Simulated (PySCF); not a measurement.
**Lu(NO3)3: other functionals and bases at one geometry**

How far do other levels of theory move the description of Lu(NO3)3, and what does each cost? The species was built from a template and needn't be a known compound.

The runs use PySCF 2.14.0; several levels, as the steps say, no spin–orbit coupling.

2 further runs of the same task are left out: 1 for a known fault of the program, 1 that didn't finish.

## Step 1: The system as given

13 atoms, charge 0, spin multiplicity 1.

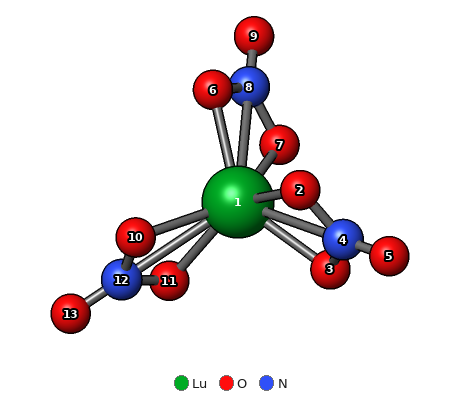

The structure; lutetium green, oxygen red, nitrogen blue; atoms are numbered from 1 in the order of the file.

As a file:

```mol
LuN3O9
  3D, bonds by distance, orders not assigned

 13 18  0  0  0  0  0  0  0  0999 V2000
    0.0000   -0.0000    0.0000 Lu  0  0
    1.9853    0.2440    1.0525 O   0  0
    1.9853   -0.2440   -1.0525 O   0  0
    2.6977   -0.0000    0.0000 N   0  0
    3.8841   -0.0000    0.0000 O   0  0
   -1.2040    1.5973    1.0525 O   0  0
   -0.7813    1.8413   -1.0525 O   0  0
   -1.3488    2.3363   -0.0000 N   0  0
   -1.9420    3.3637   -0.0000 O   0  0
   -0.7813   -1.8413    1.0525 O   0  0
   -1.2040   -1.5973   -1.0525 O   0  0
   -1.3489   -2.3363   -0.0000 N   0  0
   -1.9421   -3.3637   -0.0000 O   0  0
  1  2  8  0
  1  3  8  0
  1  4  8  0
  1  6  8  0
  1  7  8  0
  1  8  8  0
  1 10  8  0
  1 11  8  0
  1 12  8  0
  2  4  8  0
  3  4  8  0
  4  5  8  0
  6  8  8  0
  7  8  8  0
  8  9  8  0
 10 12  8  0
 11 12  8  0
 12 13  8  0
M  END
```

Formal oxidation states: Lu +3. Each metal's 14 4f electrons lie in its core potential, so multiplicities, spins and levels count the valence alone. An earlier session relaxed this geometry at r2SCAN, Lu lcecp-1-SVP with ECP60, O def2-SVP, N def2-SVP (singlet, point group D3).

At r2SCAN on the finer grid: E = -880.168379 Eh, HOMO -8.23 eV, LUMO -3.90 eV, Mulliken charge on Lu1 +1.25 e, largest force component 0.072 eV/Å. 

Levels to run: BP86; TPSSh; B3LYP; HF; r2SCAN, TZVP. Hardware: 4 threads of Arm Neoverse V2, shared host.

## Step 2: BP86

run.py (the lines that set the calculation) reads:

```python
mol = gto.M(atom='''
Lu     0.00000     0.00000     0.00000
O      1.98529     0.24402     1.05248
O      1.98529    -0.24404    -1.05248
N      2.69769    -0.00001     0.00000
O      3.88408    -0.00002     0.00000
O     -1.20398     1.59730     1.05248
O     -0.78130     1.84134    -1.05248
N     -1.34883     2.33627     0.00000
O     -1.94202     3.36372     0.00000
O     -0.78132    -1.84133     1.05248
O     -1.20399    -1.59729    -1.05248
N     -1.34886    -2.33626     0.00000
O     -1.94206    -3.36370     0.00000''',
    basis={'Lu': 'lcecp-1-SVP', 'O': 'def2-SVP', 'N': 'def2-SVP'},
    ecp={'Lu': 'lcecp-1-SVP'},
    charge=0, spin=0)
mf = dft.RKS(mol, xc='B88,P86')
mf.grids.atom_grid = (75, 302)  # f atoms: unpruned, at least (60, 302)
mf = mf.density_fit()  # fitting sets: Lu AutoAux, O def2-universal-JKFIT, N def2-universal-JKFIT
mf.conv_tol = 1e-08; mf.max_cycle = 55
mf.kernel(dm0)  # dm0: the density of the relaxed state
```

Run with:

```sh
$ OMP_NUM_THREADS=4 python run.py
```

What it wrote:

```text
init E= -880.650844180384
  HOMO = -0.28649158712863  LUMO = -0.149890384251967  gap/eV = 3.71711
cycle= 1 E= -880.653072106612  delta_E= -0.00223  |g|= 0.113  |ddm|= 0.348
  HOMO = -0.288605696796172  LUMO = -0.139787395788868  gap/eV = 4.04955
cycle= 2 E= -880.64322092115  delta_E= 0.00985  |g|= 0.261  |ddm|= 0.27
  HOMO = -0.285717358621384  LUMO = -0.144836082854554  gap/eV = 3.83357
cycle= 3 E= -880.655360477199  delta_E= -0.0121  |g|= 0.0349  |ddm|= 0.182
  HOMO = -0.28587361070668  LUMO = -0.145386978183277  gap/eV = 3.82284
cycle= 4 E= -880.655557259643  delta_E= -0.000197  |g|= 0.015  |ddm|= 0.0359
  HOMO = -0.28636379762341  LUMO = -0.145716452770473  gap/eV = 3.82721
cycle= 5 E= -880.655606052093  delta_E= -4.88e-05  |g|= 0.00315  |ddm|= 0.0166
  HOMO = -0.286478107241011  LUMO = -0.145876826621481  gap/eV = 3.82596
cycle= 6 E= -880.655608236182  delta_E= -2.18e-06  |g|= 0.000681  |ddm|= 0.00353
  HOMO = -0.286439447154733  LUMO = -0.145840165897957  gap/eV = 3.82590
cycle= 7 E= -880.655608343694  delta_E= -1.08e-07  |g|= 4.3e-05  |ddm|= 0.000687
  HOMO = -0.286439117842744  LUMO = -0.1458399204666  gap/eV = 3.82590
cycle= 8 E= -880.655608343576  delta_E= 1.18e-10  |g|= 4.92e-05  |ddm|= 7.29e-05
  HOMO = -0.286439425546837  LUMO = -0.145839692580039  gap/eV = 3.82591
Extra cycle  E= -880.655608338783  delta_E= 4.79e-09  |g|= 0.000162  |ddm|= 0.000164
converged SCF energy = -880.655608338783
```

Wall time 12 s (4 threads of Arm Neoverse V2, shared host).

Read off: E = -880.655608 Eh, HOMO -7.79 eV, LUMO -3.97 eV, Mulliken charge on Lu1 +1.07 e, largest force component 1.197 eV/Å. 

## Step 3: TPSSh

run.py (the lines that set the calculation), as its differences from that of step 2:

```diff
@@ -17,3 +17,3 @@
     charge=0, spin=0)
-mf = dft.RKS(mol, xc='B88,P86')
+mf = dft.RKS(mol, xc='TPSSH')
 mf.grids.atom_grid = (75, 302)  # f atoms: unpruned, at least (60, 302)
```

Run with:

```sh
$ OMP_NUM_THREADS=4 python run.py
```

What it wrote:

```text
init E= -880.525080530988
  HOMO = -0.318525136532591  LUMO = -0.129511850840542  gap/eV = 5.14331
cycle= 1 E= -880.526289078403  delta_E= -0.00121  |g|= 0.0201  |ddm|= 0.108
  HOMO = -0.316180273370721  LUMO = -0.12601524206947  gap/eV = 5.17465
cycle= 2 E= -880.526064603852  delta_E= 0.000224  |g|= 0.0401  |ddm|= 0.0442
  HOMO = -0.316759647029573  LUMO = -0.127204644716046  gap/eV = 5.15805
cycle= 3 E= -880.526351387155  delta_E= -0.000287  |g|= 0.01  |ddm|= 0.0325
  HOMO = -0.317046661867545  LUMO = -0.127665894236936  gap/eV = 5.15331
cycle= 4 E= -880.526370138938  delta_E= -1.88e-05  |g|= 0.00329  |ddm|= 0.0105
  HOMO = -0.317168553150922  LUMO = -0.127672016706072  gap/eV = 5.15646
cycle= 5 E= -880.526372328378  delta_E= -2.19e-06  |g|= 0.000941  |ddm|= 0.00321
  HOMO = -0.317131055243762  LUMO = -0.127665608308027  gap/eV = 5.15562
cycle= 6 E= -880.526372485161  delta_E= -1.57e-07  |g|= 0.000173  |ddm|= 0.000788
  HOMO = -0.317125361309895  LUMO = -0.127657865711006  gap/eV = 5.15567
cycle= 7 E= -880.526372492615  delta_E= -7.45e-09  |g|= 3.29e-05  |ddm|= 0.000229
  HOMO = -0.317125823368937  LUMO = -0.127660008160714  gap/eV = 5.15563
Extra cycle  E= -880.52637249147  delta_E= 1.14e-09  |g|= 8.19e-05  |ddm|= 9.23e-05
converged SCF energy = -880.52637249147
```

It took 21 s on 4 threads of Arm Neoverse V2, shared host.

Read off: E = -880.526372 Eh, HOMO -8.63 eV, LUMO -3.47 eV, Mulliken charge on Lu1 +1.24 e, largest force component 0.270 eV/Å. 

## Step 4: B3LYP

run.py (the lines that set the calculation), as its differences from that of step 3:

```diff
@@ -17,3 +17,3 @@
     charge=0, spin=0)
-mf = dft.RKS(mol, xc='TPSSH')
+mf = dft.RKS(mol, xc='B3LYP')
 mf.grids.atom_grid = (75, 302)  # f atoms: unpruned, at least (60, 302)
```

Run with:

```sh
$ OMP_NUM_THREADS=4 python run.py
```

What it wrote:

```text
init E= -880.524515232829
  HOMO = -0.343527649957388  LUMO = -0.119369438313521  gap/eV = 6.09966
cycle= 1 E= -880.527464357575  delta_E= -0.00295  |g|= 0.059  |ddm|= 0.205
  HOMO = -0.338106516208987  LUMO = -0.119335742396135  gap/eV = 5.95306
cycle= 2 E= -880.526430280973  delta_E= 0.00103  |g|= 0.097  |ddm|= 0.114
  HOMO = -0.341462391762731  LUMO = -0.118575544133926  gap/eV = 6.06506
cycle= 3 E= -880.52807224828  delta_E= -0.00164  |g|= 0.0107  |ddm|= 0.0692
  HOMO = -0.341811071429479  LUMO = -0.119185537769795  gap/eV = 6.05795
cycle= 4 E= -880.528093108812  delta_E= -2.09e-05  |g|= 0.00406  |ddm|= 0.0113
  HOMO = -0.341879709757965  LUMO = -0.119280089486982  gap/eV = 6.05724
cycle= 5 E= -880.528095234195  delta_E= -2.13e-06  |g|= 0.00267  |ddm|= 0.00471
  HOMO = -0.3418358186083  LUMO = -0.11922269971537  gap/eV = 6.05761
cycle= 6 E= -880.528096573118  delta_E= -1.34e-06  |g|= 0.000277  |ddm|= 0.002
  HOMO = -0.341824743647004  LUMO = -0.119211693617524  gap/eV = 6.05761
cycle= 7 E= -880.528096590817  delta_E= -1.77e-08  |g|= 3.79e-05  |ddm|= 0.000379
  HOMO = -0.341827478115024  LUMO = -0.119214456641886  gap/eV = 6.05761
cycle= 8 E= -880.528096591081  delta_E= -2.64e-10  |g|= 1.46e-05  |ddm|= 4.99e-05
  HOMO = -0.341826776061042  LUMO = -0.119213803801868  gap/eV = 6.05761
Extra cycle  E= -880.528096590902  delta_E= 1.78e-10  |g|= 3.37e-05  |ddm|= 3.92e-05
converged SCF energy = -880.528096590902
```

Wall time 15 s (4 threads of Arm Neoverse V2, shared host).

Result: E = -880.528097 Eh, HOMO -9.30 eV, LUMO -3.24 eV, Mulliken charge on Lu1 +1.19 e, largest force component 0.155 eV/Å. 

## Step 5: HF

run.py (the lines that set the calculation), as its differences from that of step 4:

```diff
@@ -17,4 +17,3 @@
     charge=0, spin=0)
-mf = dft.RKS(mol, xc='B3LYP')
-mf.grids.atom_grid = (75, 302)  # f atoms: unpruned, at least (60, 302)
+mf = scf.RHF(mol)
 mf = mf.density_fit()  # fitting sets: Lu AutoAux, O def2-universal-JKFIT, N def2-universal-JKFIT
```

Run with:

```sh
$ OMP_NUM_THREADS=4 python run.py
```

What it wrote:

```text
init E= -875.672333703563
  HOMO = -0.51600589138196  LUMO = 0.0473612661436562  gap/eV = 15.33000
cycle= 1 E= -875.783513350949  delta_E= -0.111  |g|= 0.231  |ddm|= 0.779
  HOMO = -0.539149965213785  LUMO = 0.0192868536202959  gap/eV = 15.19584
cycle= 2 E= -875.795388441868  delta_E= -0.0119  |g|= 0.123  |ddm|= 0.25
  HOMO = -0.536015920334686  LUMO = 0.0341566673564876  gap/eV = 15.51519
cycle= 3 E= -875.79910958276  delta_E= -0.00372  |g|= 0.0502  |ddm|= 0.116
  HOMO = -0.534754182829047  LUMO = 0.037272098180878  gap/eV = 15.56563
cycle= 4 E= -875.800271886276  delta_E= -0.00116  |g|= 0.0157  |ddm|= 0.0753
  HOMO = -0.536382614875831  LUMO = 0.0371392167217157  gap/eV = 15.60632
cycle= 5 E= -875.800411716094  delta_E= -0.00014  |g|= 0.00629  |ddm|= 0.0295
  HOMO = -0.536263087348653  LUMO = 0.0375850894888773  gap/eV = 15.61520
cycle= 6 E= -875.800438937845  delta_E= -2.72e-05  |g|= 0.00374  |ddm|= 0.0126
  HOMO = -0.536103414044088  LUMO = 0.0378796036576714  gap/eV = 15.61887
cycle= 7 E= -875.80044436616  delta_E= -5.43e-06  |g|= 0.00111  |ddm|= 0.00623
  HOMO = -0.536116351846968  LUMO = 0.0379023002464386  gap/eV = 15.61984
cycle= 8 E= -875.800445258825  delta_E= -8.93e-07  |g|= 0.000431  |ddm|= 0.00277
  HOMO = -0.536084606434111  LUMO = 0.037915010765585  gap/eV = 15.61933
cycle= 9 E= -875.800445384112  delta_E= -1.25e-07  |g|= 0.00011  |ddm|= 0.0011
  HOMO = -0.536073298136801  LUMO = 0.0379199010375802  gap/eV = 15.61915
cycle= 10 E= -875.800445392388  delta_E= -8.28e-09  |g|= 1.89e-05  |ddm|= 0.000294
  HOMO = -0.536072570247654  LUMO = 0.0379202751026953  gap/eV = 15.61914
Extra cycle  E= -875.800445392572  delta_E= -1.84e-10  |g|= 8.48e-06  |ddm|= 3.13e-05
converged SCF energy = -875.800445392572
```

It took 10 s on 4 threads of Arm Neoverse V2, shared host.

Result: E = -875.800445 Eh, HOMO -14.59 eV, LUMO 1.03 eV, Mulliken charge on Lu1 +1.77 e, largest force component 4.139 eV/Å. 

## Step 6: r2SCAN, TZVP

Basis: Lu lcecp-1-TZVP with ECP60, O def2-TZVP, N def2-TZVP. 

run.py (the lines that set the calculation), as its differences from that of step 5:

```diff
@@ -14,8 +14,9 @@
 O     -1.94206    -3.36370     0.00000''',
-    basis={'Lu': 'lcecp-1-SVP', 'O': 'def2-SVP', 'N': 'def2-SVP'},
-    ecp={'Lu': 'lcecp-1-SVP'},
+    basis={'Lu': 'lcecp-1-TZVP', 'O': 'def2-TZVP', 'N': 'def2-TZVP'},
+    ecp={'Lu': 'lcecp-1-TZVP'},
     charge=0, spin=0)
-mf = scf.RHF(mol)
+mf = dft.RKS(mol, xc='R2SCAN')
+mf.grids.atom_grid = (75, 302)  # f atoms: unpruned, at least (60, 302)
 mf = mf.density_fit()  # fitting sets: Lu AutoAux, O def2-universal-JKFIT, N def2-universal-JKFIT
 mf.conv_tol = 1e-08; mf.max_cycle = 55
-mf.kernel(dm0)  # dm0: the density of the relaxed state
+mf.kernel(dm0)  # dm0: free metal ions and neutral atoms
```

Run with:

```sh
$ OMP_NUM_THREADS=4 python run.py
```

What it wrote:

```text
init E= -888.527029534858
  HOMO = -0.315158470710636  LUMO = -0.124388639503547  gap/eV = 5.19111
cycle= 1 E= -880.265400612292  delta_E= 8.26  |g|= 2.25  |ddm|= 3.65
  HOMO = -0.240861574970353  LUMO = -0.217671762991766  gap/eV = 0.63103
cycle= 2 E= -876.85414989528  delta_E= 3.41  |g|= 5.11  |ddm|= 3.26
  HOMO = -0.288239497086212  LUMO = -0.138710464604456  gap/eV = 4.06889
cycle= 3 E= -881.005114212082  delta_E= -4.15  |g|= 0.948  |ddm|= 2.37
  HOMO = -0.288604764698644  LUMO = -0.139088697044303  gap/eV = 4.06854
cycle= 4 E= -881.086945313747  delta_E= -0.0818  |g|= 0.697  |ddm|= 0.892
  HOMO = -0.301781021395232  LUMO = -0.141138702745403  gap/eV = 4.37130
cycle= 5 E= -881.182042413581  delta_E= -0.0951  |g|= 0.0361  |ddm|= 0.365
  HOMO = -0.300205900203527  LUMO = -0.13930948197256  gap/eV = 4.37821
cycle= 6 E= -881.182293281868  delta_E= -0.000251  |g|= 0.0173  |ddm|= 0.0373
  HOMO = -0.301129132217591  LUMO = -0.1401000885604  gap/eV = 4.38182
cycle= 7 E= -881.182356149551  delta_E= -6.29e-05  |g|= 0.00365  |ddm|= 0.0142
  HOMO = -0.301111584086673  LUMO = -0.140129922462997  gap/eV = 4.38053
cycle= 8 E= -881.182358837586  delta_E= -2.69e-06  |g|= 0.000522  |ddm|= 0.00258
  HOMO = -0.301079407570827  LUMO = -0.140095305511261  gap/eV = 4.38060
cycle= 9 E= -881.182358892107  delta_E= -5.45e-08  |g|= 0.000232  |ddm|= 0.000536
  HOMO = -0.301081030024081  LUMO = -0.140095337666444  gap/eV = 4.38064
cycle= 10 E= -881.182358899455  delta_E= -7.35e-09  |g|= 0.000126  |ddm|= 0.00019
  HOMO = -0.301084414734757  LUMO = -0.140098401268326  gap/eV = 4.38065
cycle= 11 E= -881.182358902557  delta_E= -3.1e-09  |g|= 2.22e-05  |ddm|= 7.96e-05
  HOMO = -0.301084735014208  LUMO = -0.140098119167699  gap/eV = 4.38067
Extra cycle  E= -881.182358901639  delta_E= 9.18e-10  |g|= 7.22e-05  |ddm|= 5.23e-05
converged SCF energy = -881.182358901639
```

Run time: 86 s. Hardware: 4 threads of Arm Neoverse V2, shared host.

It gives: E = -881.182359 Eh, HOMO -8.19 eV, LUMO -3.81 eV, Mulliken charge on Lu1 +1.52 e, largest force component 0.198 eV/Å. 

## Step 7: All levels side by side

| level | state | HOMO (eV) | gap (eV) | charge on Lu1 (e) | dipole (D) | largest force component (eV/Å) | basis functions | time |
| --- | --- | --- | --- | --- | --- | --- | --- | --- |
| r2SCAN (relaxed here) | singlet | -8.23 | 4.33 | 1.25 | 0.00 | 0.07 | 201 | 90 s |
| BP86 | singlet | -7.79 | 3.83 | 1.07 | 0.00 | 1.20 | 201 | 12 s |
| TPSSh | singlet | -8.63 | 5.16 | 1.24 | 0.00 | 0.27 | 201 | 21 s |
| B3LYP | singlet | -9.30 | 6.06 | 1.19 | 0.00 | 0.15 | 201 | 15 s |
| HF | singlet | -14.59 | 15.62 | 1.77 | 0.00 | 4.14 | 201 | 10 s |
| r2SCAN, TZVP | singlet | -8.19 | 4.38 | 1.52 | 0.00 | 0.20 | 419 | 86 s |

Times are on 4 threads of Arm Neoverse V2, shared host; the first row also made further properties.

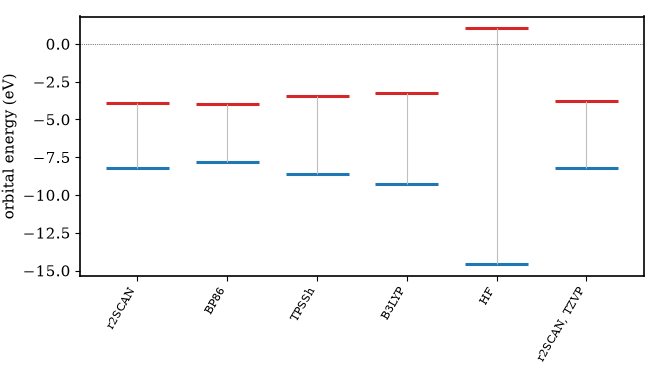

Highest filled and lowest empty level, method by method.

In one basis the HOMO–LUMO gap runs from 3.83 eV (BP86) to 15.62 eV (HF). The largest leftover force, 4.14 eV/Å with HF, stands at a geometry relaxed at another level. The Mulliken charge on Lu spans +1.07 to +1.77 e over the levels. With 4f in the core, its levels are missing from HOMO and gap, and its count is fixed, so no charge can pass from the ligands into it. Total energies of different levels can't be compared. Spin–orbit coupling is left out throughout.
